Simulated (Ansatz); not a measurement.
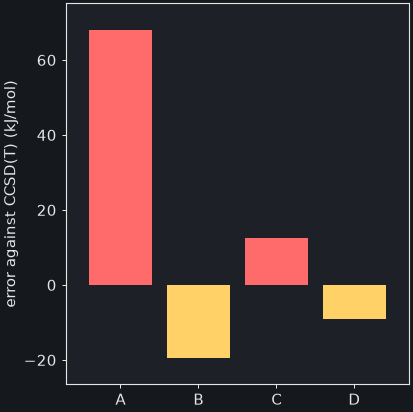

Error in the electronic atomisation energy (method less reference, so positive means overbinding) of CH₆FNOSi, SMILES N[C@@H](F)O[SiH3]: functionals in def2-TZVPP against frozen-core CCSD(T) at the limit (MP2 extrapolated from triple and quadruple zeta, plus CCSD(T) less MP2 in a smaller set), which gives 3932.5 kJ/mol, at a PBE0-D4/def2-TZVP geometry (a minimum by its frequencies), no zero-point or spin-orbit term, the Ansatz code 0.2.0. The reference leaves out core correlation, a term that grows with the number of heavy atoms. No dispersion term is added to LC-wPBE. Limit means the basis limit.

### The letters stand for B97M-V, LC-wPBE, MP2 limit and ωB97M-V. Which is which?

A: MP2 limit (68.2 kJ/mol); B: LC-wPBE (−19.5 kJ/mol); C: ωB97M-V (12.7 kJ/mol); D: B97M-V (−9.0 kJ/mol).

Limits of at least one run: one conformer of a flexible molecule.
